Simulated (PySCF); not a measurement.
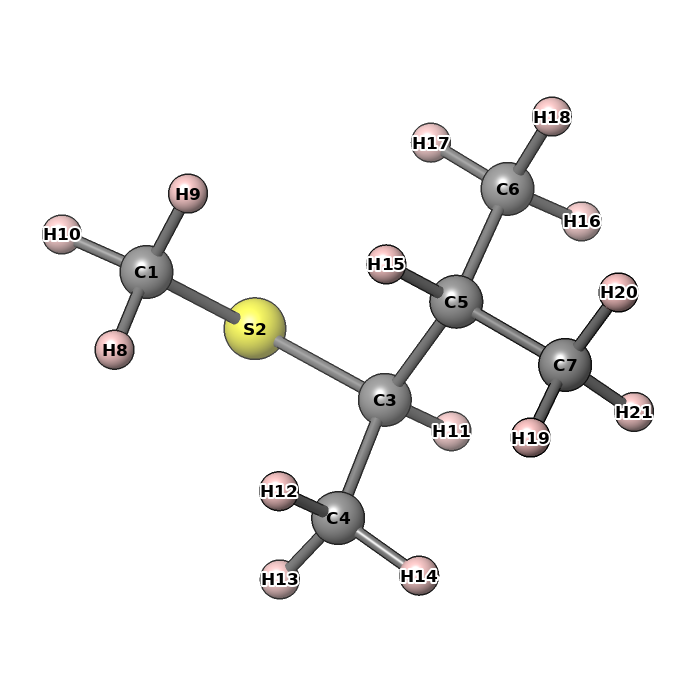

Distant atoms are faded towards the background colour. The geometry was computed by an optimisation with PBE0-D3(BJ)/def2-SVP. No frequency run is at hand to confirm it as a minimum.

**Which atoms or bonds are stereogenic?**

Centres: C3.

**Assign CIP descriptors.**

C3: R (priorities S2 > C5 > C4 > H11).

**Write the isomeric SMILES.**

CS[C@H](C)C(C)C
